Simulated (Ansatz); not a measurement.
# BF (triplet): wave-function methods side by side, cc-pVTZ

How much of the correlation energy of BF (triplet) does each wave-function method recover here?

Program: Ansatz 0.2.0, Gaussian basis. Level of theory: cc-pVTZ, core rule «outside noble gas», up to 2 orbitals frozen. These are calculated values, not measurements.

Plan: UHF; CCSD(T) on ROHF; CCSD(T) on UHF; BCCD(T) on ROHF; CISD; CCSDT(Q) on ROHF; CCSDT(Q) on UHF; CASSCF and MRCISD+Q, 10 electrons in 8 orbitals; CASSCF and NEVPT2, 10 electrons in 8 orbitals.

12 further runs of the same task are left out: 2 for a known fault of the program, 3 that didn't finish, 7 set aside as unsound or not needed.

## (1) What is computed

The geometry is a PBE0/def2-TZVP stationary point (not a proven minimum) of the parent state, kept for this charge and spin.

2 atoms, charge 0, spin multiplicity 3.

Atoms are counted from 1 here; the program's logs count them from 0.

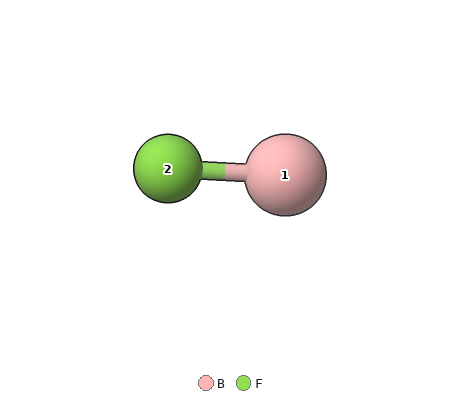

The geometry (boron pink, fluorine green); atoms are numbered from 1 in the order of the file.

As a file:

| atom | x (Å) | y (Å) | z (Å) |
| --- | --- | --- | --- |
| B1 | 0.0000 | 0.0000 | 0.0000 |
| F2 | 0.0000 | 0.0000 | 1.2631 |

In the tables R marks a restricted open-shell determinant and U an unrestricted one; 'valence' is the active space of 10 electrons in 8 orbitals; energies count from the table's Hartree-Fock row.

## (2) UHF

File in.yaml:

```yaml
crystal:
  periodic: [false, false, false]
  atoms:
    - {symbol: B, position_ang: [0.000000, 0.000000, 0.000000]}
    - {symbol: F, position_ang: [0.000000, 0.000000, 1.263100]}
basis:
  gaussian: {orbitals: cc-pVTZ}
magnetization: {spin_polarized: true, initial_magnetization: 2}
hamiltonian: {xc: hf}
output: {orbitals: {seedname: orbitals}}
```

On the command line:

```bash
$ ansatz run in.yaml --threads 1 --pin off --events-out ev --progress --plain --max-ram 2393MiB
```

The program printed:

```text
Functional definition: HF
  name "HF"
  cite "Fock, Z. Phys. 61, 126 (1930) doi:10.1007/BF01340294"
  parent pbe
  exchange = exact_x
  correlation = 0
438 factors; their error is unknown
mean field evaluation 1: about -3373.8404 eV, gradient 1.5e1 eV
mean field evaluation 2: about -3375.3375 eV, gradient 7.9e0 eV
mean field evaluation 4: about -3375.7824 eV, gradient 1.4e0 eV
mean field evaluation 8: about -3375.8114 eV, gradient 5.5e-2 eV
mean field evaluation 16: about -3375.8153 eV, gradient 1.5e0 eV
mean field -3375.85955396 eV, -124.0605503681 hartree, gradient 2.3e-5 eV, S^2 2.003232; 0 other end points of the search recorded, 0 dependent functions left out
reference -3375.85955396 eV, -124.0605503681 hartree; 8, 6 occupied and 52, 54 virtual orbitals, 438 factors
Total energy: -3375.85955396 eV, -124.0605503681 hartree
```

Run time: 0.18 s. Hardware: 1 thread of Arm Neoverse V2, shared host.

From the report: ⟨S²⟩ of the determinant 2.003 (pure triplet: 2.00).

## (3) CCSD(T) on ROHF

File in.yaml:

```yaml
crystal:
  periodic: [false, false, false]
  atoms:
    - {symbol: B, position_ang: [0.000000, 0.000000, 0.000000]}
    - {symbol: F, position_ang: [0.000000, 0.000000, 1.263100]}
basis:
  gaussian: {orbitals: cc-pVTZ}
magnetization: {spin_polarized: false, initial_magnetization: 2}
correlation: {method: ccsd_t, electrons: outside_noble_gas}
output: {forces: true}
```

Same command.

The program printed (excerpt; [...] marks lines left out):

```text
Functional definition: HF
  name "HF"
  cite "Fock, Z. Phys. 61, 126 (1930) doi:10.1007/BF01340294"
  parent pbe
[...]
374 factors; integrals over basis functions are off by at most 1.0e-3 eV
[...]
mean field -3375.82632662 eV, -124.0593292859 hartree, gradient 2.9e-6 eV, S^2 2.000000; 2 other end points of the search recorded, 0 dependent functions left out
[...]
2 core orbitals not correlated: weight in the atoms' cores, before any rotation towards them, 1.000 or more for the frozen orbitals, at most 0.000 for the correlated occupied ones
reference -3375.82632662 eV, -124.0593292859 hartree; 6, 4 occupied and 52, 54 virtual orbitals, 374 factors
second order -7.94821654 eV of doubles, -0.02105748 eV of singles
cycle   1  -7.87993872 eV  change    9.0e-2 eV  update   6.2e-2
[...]
cycle  11  -8.09727252 eV  change   -4.1e-6 eV  update   1.7e-6
perturbative correction -0.24387279 eV, -0.0089621596 hartree
[...]
Total energy: -3384.16747193 eV, -124.3658607222 hartree
Atom 0 at     0.000000     0.000000     0.000000 Å, force    -0.000000     0.000000    -2.872284 eV/Å
Atom 1 at     0.000000     0.000000     1.263100 Å, force     0.000000    -0.000000     2.872284 eV/Å
Dipole moment:    -0.000000     0.000000    -0.075078 e Å
```

It took 6 s on 1 thread of Arm Neoverse V2, shared host.

From the report: correlation -8.3411 eV; T1 0.019; largest double amplitude 0.03.

## (4) CCSD(T) on UHF

Changes to in.yaml since step 3:

```diff
@@ -7,3 +7,3 @@
   gaussian: {orbitals: cc-pVTZ}
-magnetization: {spin_polarized: false, initial_magnetization: 2}
+magnetization: {spin_polarized: true, initial_magnetization: 2}
 correlation: {method: ccsd_t, electrons: outside_noble_gas}
```

Same command.

The program printed (excerpt; [...] marks lines left out):

```text
Functional definition: HF
  name "HF"
  cite "Fock, Z. Phys. 61, 126 (1930) doi:10.1007/BF01340294"
  parent pbe
[...]
374 factors; integrals over basis functions are off by at most 1.0e-3 eV
[...]
mean field -3375.85962383 eV, -124.0605529361 hartree, gradient 3.4e-6 eV, S^2 2.003232; 2 other end points of the search recorded, 0 dependent functions left out
2 core orbitals not correlated: weight in the atoms' cores, before any rotation towards them, 1.000 or more for the frozen orbitals, at most 0.000 for the correlated occupied ones
reference -3375.85962383 eV, -124.0605529361 hartree; 6, 4 occupied and 52, 54 virtual orbitals, 374 factors
second order -7.94434095 eV of doubles, -0.00000000 eV of singles
cycle   1  -7.85215308 eV  change    9.2e-2 eV  update   6.1e-2
[...]
cycle  11  -8.06431349 eV  change   -5.4e-6 eV  update   1.8e-6
perturbative correction -0.24389012 eV, -0.0089627966 hartree
[...]
Total energy: -3384.16782745 eV, -124.3658737873 hartree
Atom 0 at     0.000000     0.000000     0.000000 Å, force     0.000000     0.000000    -2.872772 eV/Å
Atom 1 at     0.000000     0.000000     1.263100 Å, force     0.000000    -0.000000     2.872772 eV/Å
Dipole moment:    -0.000000    -0.000000    -0.075154 e Å
```

Run time: 6 s. Hardware: 1 thread of Arm Neoverse V2, shared host.

From the report: ⟨S²⟩ of the determinant 2.003 (pure triplet: 2.00); correlation -8.3082 eV; T1 0.016; largest double amplitude 0.03.

## (5) BCCD(T) on ROHF

File in.yaml:

```yaml
crystal:
  periodic: [false, false, false]
  atoms:
    - {symbol: B, position_ang: [0.000000, 0.000000, 0.000000]}
    - {symbol: F, position_ang: [0.000000, 0.000000, 1.263100]}
basis:
  gaussian: {orbitals: cc-pVTZ}
magnetization: {spin_polarized: false, initial_magnetization: 2}
correlation: {method: bccd_t, electrons: outside_noble_gas}
```

Launched as before.

The program printed (excerpt; [...] marks lines left out):

```text
Functional definition: HF
  name "HF"
  cite "Fock, Z. Phys. 61, 126 (1930) doi:10.1007/BF01340294"
  parent pbe
[...]
374 factors; integrals over basis functions are off by at most 1.0e-3 eV
[...]
mean field -3375.82632662 eV, -124.0593292859 hartree, gradient 2.9e-6 eV, S^2 2.000000; 2 other end points of the search recorded, 0 dependent functions left out
[...]
2 core orbitals not correlated: weight in the atoms' cores, before any rotation towards them, 1.000 or more for the frozen orbitals, at most 0.000 for the correlated occupied ones
reference -3375.82632662 eV, -124.0593292859 hartree; 6, 4 occupied and 52, 54 virtual orbitals, 374 factors
second order -7.94821654 eV of doubles, -0.02105748 eV of singles
cycle   1  -7.88573050 eV  change    8.4e-2 eV  update   6.2e-2
[...]
cycle  10  -8.07546267 eV  change   -2.0e-6 eV  update   4.2e-6
perturbative correction -0.26747007 eV, -0.0098293436 hartree
Total energy: -3384.16925935 eV, -124.3659264089 hartree
```

Run time: 1.8 s. Hardware: 1 thread of Arm Neoverse V2, shared host.

From the report: correlation -8.3429 eV; largest double amplitude 0.03.

## (6) CISD

Changes to in.yaml since step 5:

```diff
@@ -8,2 +8,2 @@
 magnetization: {spin_polarized: false, initial_magnetization: 2}
-correlation: {method: bccd_t, electrons: outside_noble_gas}
+correlation: {active_space: {ras: {orbitals: [4, 2, 52], electrons: 10, max_holes: 2, max_particles: 2}, fixed_orbitals: true}}
```

The command is unchanged.

The program printed:

```text
Functional definition: HF
  name "HF"
  cite "Fock, Z. Phys. 61, 126 (1930) doi:10.1007/BF01340294"
  parent pbe
  exchange = exact_x
  correlation = 0
374 factors; integrals over basis functions are off by at most 1.0e-3 eV
mean field evaluation 1: about -3373.8788 eV, gradient 2.1e1 eV
mean field evaluation 2: about -3373.8822 eV, gradient 2.1e1 eV
mean field evaluation 4: about -3375.7967 eV, gradient 2.5e0 eV
mean field evaluation 8: about -3375.8263 eV, gradient 2.2e-4 eV
mean field evaluation 16: about -3375.8263 eV, gradient 1.5e-4 eV
mean field -3375.82632662 eV, -124.0593292859 hartree, gradient 2.9e-6 eV, S^2 2.000000; 2 other end points of the search recorded, 0 dependent functions left out
reference -3375.82632662 eV, -124.0593292859 hartree; 8, 6 occupied and 52, 54 virtual orbitals, 374 factors
state -3383.59260524 eV, -124.3447347610 hartree
Total energy: -3383.59260524 eV, -124.3447347610 hartree
```

It took 4.2 s on 1 thread of Arm Neoverse V2, shared host.

From the report: 98,224 determinants.

## (7) CCSDT(Q) on ROHF

Changes to in.yaml since step 6:

```diff
@@ -8,2 +8,2 @@
 magnetization: {spin_polarized: false, initial_magnetization: 2}
-correlation: {active_space: {ras: {orbitals: [4, 2, 52], electrons: 10, max_holes: 2, max_particles: 2}, fixed_orbitals: true}}
+correlation: {method: ccsdt_q, electrons: outside_noble_gas}
```

The command is unchanged.

The program printed (excerpt; [...] marks lines left out):

```text
Functional definition: HF
  name "HF"
  cite "Fock, Z. Phys. 61, 126 (1930) doi:10.1007/BF01340294"
  parent pbe
[...]
706 factors; integrals over basis functions are off by at most 1.8e-7 eV
[...]
mean field -3375.82635301 eV, -124.0593302558 hartree, gradient 1.9e-6 eV, S^2 2.000000; 2 other end points of the search recorded, 0 dependent functions left out
[...]
2 core orbitals not correlated: weight in the atoms' cores, before any rotation towards them, 1.000 or more for the frozen orbitals, at most 0.000 for the correlated occupied ones
reference -3375.82635301 eV, -124.0593302558 hartree; 6, 4 occupied and 52, 54 virtual orbitals, 706 factors
second order -7.94823062 eV of doubles, -0.02105762 eV of singles
cycle   1  -7.87994147 eV  change    9.0e-2 eV  update   7.1e-2
[...]
cycle  16  -8.34835112 eV  change   -3.5e-7 eV  update   4.5e-7
perturbative correction -0.00453731 eV, -0.0001667431 hartree
Total energy: -3384.17924144 eV, -124.3662932438 hartree
```

It took 83 s on 1 thread of Arm Neoverse V2, shared host; peak memory 0.92 GiB.

From the report: correlation -8.3529 eV; T1 0.019; largest double amplitude 0.03.

## (8) CCSDT(Q) on UHF

Changes to in.yaml since step 7:

```diff
@@ -7,3 +7,3 @@
   gaussian: {orbitals: cc-pVTZ}
-magnetization: {spin_polarized: false, initial_magnetization: 2}
+magnetization: {spin_polarized: true, initial_magnetization: 2}
 correlation: {method: ccsdt_q, electrons: outside_noble_gas}
```

Same command.

The program printed (excerpt; [...] marks lines left out):

```text
Functional definition: HF
  name "HF"
  cite "Fock, Z. Phys. 61, 126 (1930) doi:10.1007/BF01340294"
  parent pbe
[...]
706 factors; integrals over basis functions are off by at most 1.8e-7 eV
[...]
mean field -3375.85965040 eV, -124.0605539125 hartree, gradient 4.8e-6 eV, S^2 2.003232; 2 other end points of the search recorded, 0 dependent functions left out
2 core orbitals not correlated: weight in the atoms' cores, before any rotation towards them, 1.000 or more for the frozen orbitals, at most 0.000 for the correlated occupied ones
reference -3375.85965040 eV, -124.0605539125 hartree; 6, 4 occupied and 52, 54 virtual orbitals, 706 factors
second order -7.94435474 eV of doubles, -0.00000000 eV of singles
cycle   1  -7.85215569 eV  change    9.2e-2 eV  update   7.0e-2
[...]
cycle  16  -8.31537951 eV  change   -4.8e-7 eV  update   4.3e-7
perturbative correction -0.00744530 eV, -0.0002736096 hartree
Total energy: -3384.18247521 eV, -124.3664120827 hartree
```

It took 72 s on 1 thread of Arm Neoverse V2, shared host; peak memory 0.75 GiB.

From the report: ⟨S²⟩ of the determinant 2.003 (pure triplet: 2.00); correlation -8.3228 eV; T1 0.016; largest double amplitude 0.03.

## (9) CASSCF and MRCISD+Q, 10 electrons in 8 orbitals

File in.yaml:

```yaml
crystal:
  periodic: [false, false, false]
  atoms:
    - {symbol: B, position_ang: [0.000000, 0.000000, 0.000000]}
    - {symbol: F, position_ang: [0.000000, 0.000000, 1.263100]}
basis:
  gaussian: {orbitals: cc-pVTZ}
magnetization: {spin_polarized: false, initial_magnetization: 2}
correlation: {method: fic_mrcisd_q, electrons: outside_noble_gas, active_space: {window: {electrons: 10, orbitals: 8}, shells: [{species: B, l: s, shell: 2}, {species: B, l: p, shell: 2}, {species: F, l: s, shell: 2}, {species: F, l: p, shell: 2}]}}
```

Launched as before.

The program printed (excerpt; [...] marks lines left out):

```text
Functional definition: HF
  name "HF"
  cite "Fock, Z. Phys. 61, 126 (1930) doi:10.1007/BF01340294"
  parent pbe
[...]
706 factors; integrals over basis functions are off by at most 1.8e-7 eV
[...]
mean field -3375.82635301 eV, -124.0593302558 hartree, gradient 1.9e-6 eV, S^2 2.000000; 2 other end points of the search recorded, 0 dependent functions left out
reference -3375.82635301 eV, -124.0593302558 hartree; 8, 6 occupied and 52, 54 virtual orbitals, 706 factors
state -3377.45884932 eV, -124.1193233886 hartree
contracted CI cycle   1: correlation 0.00000000 eV, 0.0000000000 hartree, residual 3.75e1 eV
contracted CI cycle   2: correlation -6.11167756 eV, -0.2246000076 hartree, residual 7.03e0 eV
contracted CI cycle   3: correlation -6.35989802 eV, -0.2337219412 hartree, residual 1.66e0 eV
contracted CI cycle   4: correlation -6.37735651 eV, -0.2343635291 hartree, residual 5.18e-1 eV
contracted CI cycle   5: correlation -6.37911680 eV, -0.2344282184 hartree, residual 1.70e-1 eV
contracted CI cycle   6: correlation -6.37929606 eV, -0.2344348062 hartree, residual 5.42e-2 eV
contracted CI cycle   7: correlation -6.37931593 eV, -0.2344355364 hartree, residual 1.68e-2 eV
contracted CI cycle   8: correlation -6.37931792 eV, -0.2344356096 hartree, residual 5.14e-3 eV
contracted CI cycle   9: correlation -6.37931810 eV, -0.2344356161 hartree, residual 1.67e-3 eV
contracted CI cycle  10: correlation -6.37931812 eV, -0.2344356167 hartree, residual 5.43e-4 eV
state -3377.45884932 eV, -124.1193233886 hartree; corrected -3384.12444944 eV, -124.3642796751 hartree
Total energy: -3384.12444944 eV, -124.3642796751 hartree
Checks for a lower state left out: starts, orbital_swaps
```

Wall time 3.9 s (1 thread of Arm Neoverse V2, shared host); peak memory 0.25 GiB.

From the report: 784 determinants; active occupations 2.00, 2.00, 1.98, 1.98, 1.00, 1.00, 0.02, 0.02.

## (10) CASSCF and NEVPT2, 10 electrons in 8 orbitals

File in.yaml:

```yaml
crystal:
  periodic: [false, false, false]
  atoms:
    - {symbol: B, position_ang: [0.000000, 0.000000, 0.000000]}
    - {symbol: F, position_ang: [0.000000, 0.000000, 1.263100]}
basis:
  gaussian: {orbitals: cc-pVTZ}
magnetization: {spin_polarized: false, initial_magnetization: 2}
correlation: {method: sc_nevpt2, electrons: outside_noble_gas, active_space: {window: {electrons: 10, orbitals: 8}, shells: [{species: B, l: s, shell: 2}, {species: B, l: p, shell: 2}, {species: F, l: s, shell: 2}, {species: F, l: p, shell: 2}]}}
```

Launched as before.

The program printed:

```text
Functional definition: HF
  name "HF"
  cite "Fock, Z. Phys. 61, 126 (1930) doi:10.1007/BF01340294"
  parent pbe
  exchange = exact_x
  correlation = 0
706 factors; integrals over basis functions are off by at most 1.8e-7 eV
mean field evaluation 1: about -3373.8768 eV, gradient 2.1e1 eV
mean field evaluation 2: about -3373.8816 eV, gradient 2.1e1 eV
mean field evaluation 4: about -3375.7972 eV, gradient 2.5e0 eV
mean field evaluation 8: about -3375.8262 eV, gradient 1.8e-1 eV
mean field evaluation 16: about -3375.8176 eV, gradient 1.9e0 eV
mean field -3375.82635301 eV, -124.0593302558 hartree, gradient 1.9e-6 eV, S^2 2.000000; 2 other end points of the search recorded, 0 dependent functions left out
reference -3375.82635301 eV, -124.0593302558 hartree; 8, 6 occupied and 52, 54 virtual orbitals, 706 factors
state -3377.45884932 eV, -124.1193233886 hartree
state -3377.45884932 eV, -124.1193233886 hartree; corrected -3383.21408653 eV, -124.3308244552 hartree
Total energy: -3383.21408653 eV, -124.3308244552 hartree
Checks for a lower state left out: starts, orbital_swaps
```

It took 2.3 s on 1 thread of Arm Neoverse V2, shared host.

From the report: 784 determinants; active occupations 2.00, 2.00, 1.98, 1.98, 1.00, 1.00, 0.02, 0.02.

## (11) How many determinants matter

Natural occupations of the CASSCF valence state about the gap (report; correlated orbitals 2 to 8): 1.997, 1.983, 1.980, 1.003, 1.001, 0.020, 0.017. The count of effectively unpaired electrons, Σ n²(2 − n)², is 2.01; a single determinant of this spin has 2.

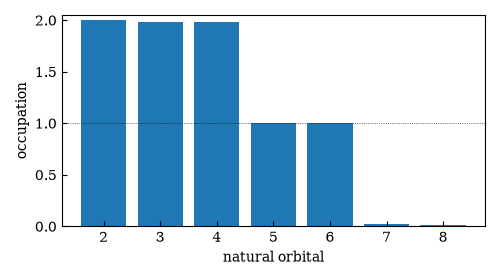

Natural occupations of the CASSCF valence state.

## (12) All levels against the top one

The yardstick is UCCSDT(Q), where the cluster series has nearly closed. Rows without a time come out of other runs: HF, MP2 and CCSD of CCSD(T), CCSDT of CCSDT(Q), CASSCF and MRCISD of the multireference runs. The times of RCCSD(T), UCCSD(T) include forces.

Differences are taken before rounding.

| method | energy from the lowest RHF (meV) | from UCCSDT(Q) (meV) | time |
| --- | --- | --- | --- |
| RHF | 0.0 | +8356.1 |  |
| UHF | -33.3 | +8322.9 |  |
| RMP2 | -7969.3 | +386.9 |  |
| UMP2 | -7977.6 | +378.5 |  |
| CISD | -7766.3 | +589.9 | 4.2 s |
| RCCSD | -8097.3 | +258.9 |  |
| UCCSD | -8097.6 | +258.5 |  |
| RCCSD(T) | -8341.1 | +15.0 | 6 s |
| UCCSD(T) | -8341.5 | +14.6 | 6 s |
| BCCD(T) | -8342.9 | +13.2 | 1.8 s |
| RCCSDT | -8348.4 | +7.8 |  |
| UCCSDT | -8348.7 | +7.4 |  |
| RCCSDT(Q) | -8352.9 | +3.2 | 83 s |
| UCCSDT(Q) | -8356.1 | 0 | 72 s |
| CASSCF valence | -1632.5 | +6723.6 |  |
| NEVPT2 valence | -7387.8 | +968.4 | 2.3 s |
| MRCISD valence | -8011.8 | +344.3 |  |
| MRCISD+Q valence | -8298.1 | +58.0 | 3.9 s |

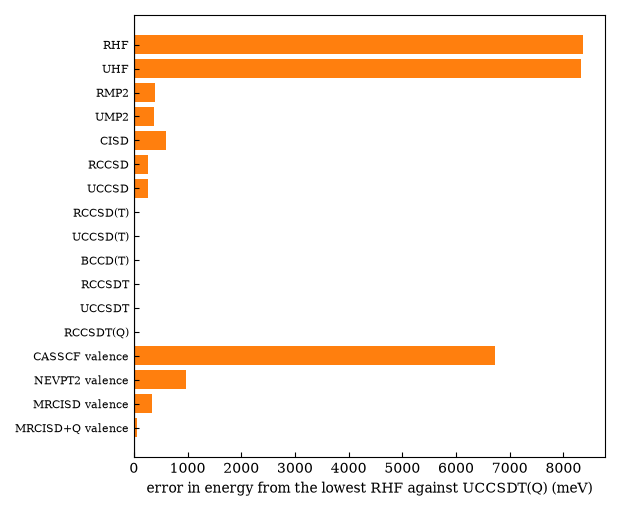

Deviations from UCCSDT(Q), method by method.

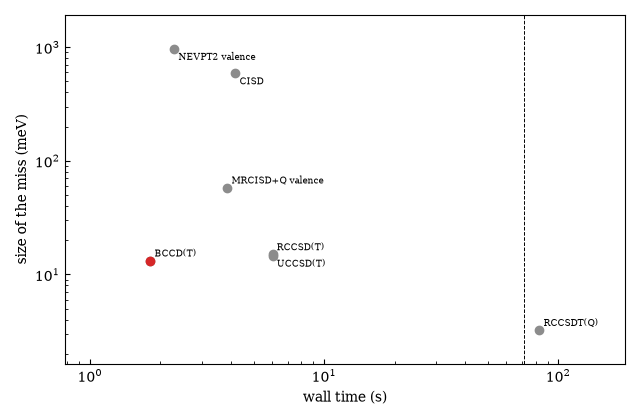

Accuracy for the time spent; red marks the levels that beat every quicker one drawn (of those quicker than the yardstick), and the dashed line is the time of UCCSDT(Q). Times are from a shared host.

## (13) Summary of results

| quantity | value |
| --- | --- |
| UCCSDT(Q) below the RHF energy | -8.3561 eV |
| RMP2 from UCCSDT(Q) | +386.9 meV |
| UMP2 from UCCSDT(Q) | +378.5 meV |
| RCCSD from UCCSDT(Q) | +258.9 meV |
| RCCSD(T) from UCCSDT(Q) | +15.0 meV |
| UCCSD(T) from UCCSDT(Q) | +14.6 meV |
| RCCSDT(Q) from UCCSDT(Q) | +3.2 meV |
| NEVPT2 valence from UCCSDT(Q) | +968.4 meV |
| MRCISD+Q valence from UCCSDT(Q) | +58.0 meV |
| levels within 1 kcal/mol (43 meV) | RCCSD(T), UCCSD(T), BCCD(T), RCCSDT, UCCSDT, RCCSDT(Q) |
| T1 diagnostic | 0.019 |
| effectively unpaired electrons | 2.01 |

What this shows: RCCSD(T) misses by +15.0 meV, 0.2 % of the correlation energy. One determinant dominates. Of the multireference levels listed MRCISD+Q valence comes nearest in total energy (+58.0 meV), which doesn't show that its space is the better one. These misses are within one basis, not against nature; the frozen cores of restricted and unrestricted runs differ, which can shift their rows.

For cost: BCCD(T) gets within 13.2 meV in 1.8 s, where UCCSDT(Q) took 72 s.
